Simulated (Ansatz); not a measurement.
# triplet CH3FGeO at 6 levels

We compute a comparison of 6 runs (UB3LYP/6-31G*, UHSE06/6-31G*, RPA@PBE/6-31G*, RPA@PBE0/6-31G*, UCCSD/6-31G*, UCCSD(T)/6-31G*) of triplet CH3FGeO. 

The calculation is run with Ansatz 0.2.0.

125 further runs of the same task are left out: 125 set aside as unsound or not needed.

## 1. The system as given

CH3FGeO has 7 atoms, charge 0, and is taken as a triplet. As SMILES of the parent species, `C[O][Ge][F]`. The coordinates come from a PBE0-D4/def2-TZVP relaxation. This is one conformer, not always the lowest. That shape belongs to the parent species and isn't relaxed for this state.

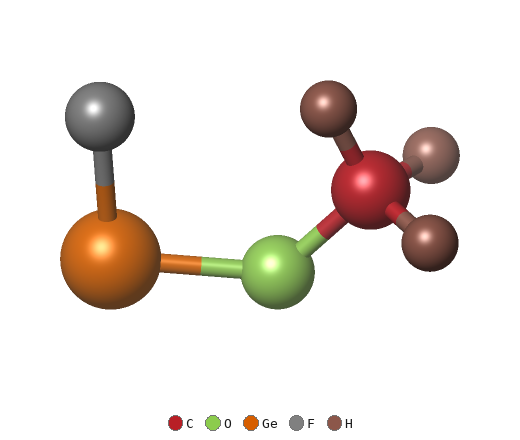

The structure, seen from a chosen angle (carbon red, oxygen green, germanium orange, fluorine grey, hydrogen brown).

## 2. A single-point energy at UB3LYP/6-31G(d) (spherical functions) (run 1)

File job.yaml:

```yaml
crystal:
  periodic: [false, false, false]
  atoms:
    - {symbol: C, position_ang: [-0.504800, 0.491500, 0.394900]}
    - {symbol: O, position_ang: [0.412400, 0.624200, -0.671900]}
    - {symbol: Ge, position_ang: [1.441700, -0.610700, -1.398400]}
    - {symbol: F, position_ang: [0.967400, -1.990600, -0.400200]}
    - {symbol: H, position_ang: [-0.548500, -0.532200, 0.773800]}
    - {symbol: H, position_ang: [-0.208000, 1.161100, 1.206600]}
    - {symbol: H, position_ang: [-1.498700, 0.788500, 0.049700]}
basis:
  gaussian:
    orbitals: 6-31G_st_-spherical.json
total_charge: 0
magnetization:
  spin_polarized: true
  initial_magnetization: 2
hamiltonian:
  xc: {name: B3LYP}
accuracy: high
output: {orbitals: {seedname: orbitals}}
```

The basis set 6-31G* is read from a file made from the Basis Set Exchange's data (not shown).

Run with:

```console
$ ansatz run job.yaml --threads 1 --pin off --max-ram 3480MiB --events-out events.jsonl --progress --plain --runs-dir runs
```

Log:

```text
Warning: RAYON_NUM_THREADS=1 ignored (pool sized by the plan → 1); use --threads N
Functional definition: B3LYP
  name "B3LYP"
  parameter a0 = 0.2
  parameter ax = 0.72
  parameter ac = 0.81
  exchange = (1 - a0 - ax)*slater_x + ax*b88_x + a0*exact_x
  correlation = (1 - ac)*vwn_rpa_c + ac*lyp_c
1736 factors; integrals over basis functions are off by at most 4.5e-9 eV
mean field evaluation 1: about -62352.7382 eV, gradient 4.0e1 eV
mean field evaluation 2: about -62320.6662 eV, gradient 9.2e1 eV
mean field evaluation 4: about -62358.4180 eV, gradient 8.5e0 eV
mean field evaluation 8: about -62358.8136 eV, gradient 1.1e0 eV
mean field evaluation 16: about -62358.8201 eV, gradient 3.9e-3 eV
mean field evaluation 32: about -62358.8201 eV, gradient 6.4e-7 eV
mean field -62358.82006573 eV, -2291.6443690890 hartree, gradient 2.3e-8 eV, S^2 2.003316; 4 other end points of the search recorded, 0 dependent functions left out
reference -62358.82009959 eV, -2291.6443703336 hartree; 30, 28 occupied and 50, 52 virtual orbitals, 1736 factors
Total energy: -62358.82009959 eV, -2291.6443703336 hartree
```

Wall time 20 s (1 thread of Arm Neoverse V2, shared host); peak memory 0.4 GiB.

## 3. A single-point energy at UHSE06/6-31G(d) (spherical functions) (run 2)

File in.yaml:

```yaml
crystal:
  periodic: [false, false, false]
  atoms:
    - {symbol: C, position_ang: [-0.504800, 0.491500, 0.394900]}
    - {symbol: O, position_ang: [0.412400, 0.624200, -0.671900]}
    - {symbol: Ge, position_ang: [1.441700, -0.610700, -1.398400]}
    - {symbol: F, position_ang: [0.967400, -1.990600, -0.400200]}
    - {symbol: H, position_ang: [-0.548500, -0.532200, 0.773800]}
    - {symbol: H, position_ang: [-0.208000, 1.161100, 1.206600]}
    - {symbol: H, position_ang: [-1.498700, 0.788500, 0.049700]}
basis:
  gaussian: {orbitals: 6-31G_st_-spherical.json}
magnetization: {spin_polarized: true, initial_magnetization: 2}
hamiltonian: {xc: hse06}
accuracy: high
output: {orbitals: {seedname: orbitals}}
```

The basis set 6-31G* is read from a file made from the Basis Set Exchange's data (not shown).

Run with:

```console
$ ansatz run in.yaml --threads 1 --pin off --max-ram 3480MiB --events-out events.jsonl --progress --plain --runs-dir runs
```

Log:

```text
Warning: RAYON_NUM_THREADS=1 ignored (pool sized by the plan → 1); use --threads N
Functional definition: HSE06
  name "HSE06"
  parameter a = 0.25
  parameter omega = 0.11/bohr
  exchange = pbe_x - a*pbe_x_sr(omega) + a*exact_x_sr(omega)
  correlation = pbe_c
1736 factors; integrals over basis functions are off by at most 4.5e-9 eV
90 factors; integrals over basis functions are off by at most 2.0e-9 eV
mean field evaluation 1: about -62338.8516 eV, gradient 3.7e1 eV
mean field evaluation 2: about -62311.1606 eV, gradient 8.5e1 eV
mean field evaluation 4: about -62343.8383 eV, gradient 7.3e0 eV
mean field evaluation 8: about -62344.2123 eV, gradient 1.0e0 eV
mean field evaluation 16: about -62344.2176 eV, gradient 1.5e-3 eV
mean field evaluation 32: about -62344.2176 eV, gradient 7.0e-8 eV
mean field -62344.21761570 eV, -2291.1077389487 hartree, gradient 7.0e-8 eV, S^2 2.003299; 3 other end points of the search recorded, 0 dependent functions left out
reference -62344.21761893 eV, -2291.1077390672 hartree; 30, 28 occupied and 50, 52 virtual orbitals, 1736 factors
Total energy: -62344.21761893 eV, -2291.1077390672 hartree
```

Wall time 20 s (1 thread of Arm Neoverse V2, shared host); peak memory 0.41 GiB.

Runs 3 to 5 aren't shown in full; the table further down has their settings and results.

## 4. The energy at UCCSD(T)/6-31G(d) (spherical functions) (run 6)

File input.yaml:

```yaml
crystal:
  periodic: [false, false, false]
  atoms:
    - symbol: C
      position_ang: [-0.504800, 0.491500, 0.394900]
    - symbol: O
      position_ang: [0.412400, 0.624200, -0.671900]
    - symbol: Ge
      position_ang: [1.441700, -0.610700, -1.398400]
    - symbol: F
      position_ang: [0.967400, -1.990600, -0.400200]
    - symbol: H
      position_ang: [-0.548500, -0.532200, 0.773800]
    - symbol: H
      position_ang: [-0.208000, 1.161100, 1.206600]
    - symbol: H
      position_ang: [-1.498700, 0.788500, 0.049700]
basis:
  gaussian:
    orbitals: 6-31G_st_-spherical.json
magnetization:
  spin_polarized: true
  initial_magnetization: 2
correlation:
  method: ccsd_t
  frozen_orbitals: {C: 1, F: 1, Ge: 9, H: 0, O: 1}
accuracy: high
scf:
  omitted_lower_state_checks: [cluster_reference, increment]
```

The basis set 6-31G* is read from a file made from the Basis Set Exchange's data (not shown).

Run with:

```console
$ ansatz run input.yaml --threads 1 --pin off --max-ram 3480MiB --events-out events.jsonl --progress --plain --runs-dir runs
```

Log:

```text
Warning: RAYON_NUM_THREADS=1 ignored (pool sized by the plan → 1); use --threads N
[... 12 lines left out ...]
12 core orbitals not correlated: weight in the atoms' cores, before any rotation towards them, 1.000 or more for the frozen orbitals, at most 0.000 for the correlated occupied ones
[... 35 lines left out ...]
Total energy: -62304.45820227 eV, -2289.6466074549 hartree
Checks for a lower state left out: cluster_reference, increment
```

Run time: 98 s. Hardware: 1 thread of Arm Neoverse V2, shared host; peak memory 0.74 GiB.

## 5. The series

```tsv
run	level	frozen core orbitals	energy (Eh)	⟨S²⟩	wall time
1	UB3LYP/6-31G* (spherical functions)	–	-2291.644370	2.003	20 s
2	UHSE06/6-31G* (spherical functions)	–	-2291.107739	2.003	20 s
3	RPA@PBE/6-31G* (spherical functions)	12	-2289.899965	2.002	32 s
4	RPA@PBE0/6-31G* (spherical functions)	12	-2289.831238	2.003	35 s
5	UCCSD/6-31G* (spherical functions)	12	-2289.630757	2.006	76 s
6	UCCSD(T)/6-31G* (spherical functions)	12	-2289.646607	2.006	98 s
```

## 6. Outcome

| quantity | value |
| --- | --- |
| run 6: total energy | -2289.64661 Eh |
| run 6: correlation energy (12 core orbitals frozen) | -720.1 mEh |
| run 6: (T) correction | -15.85 mEh |
| run 6: ⟨S²⟩ of the reference determinant | 2.006 |
| run 6: T1 diagnostic | 0.017 |

In words: Totals of different functionals can't be ranked against each other. All runs together took 4.7 min, the longest 98 s.
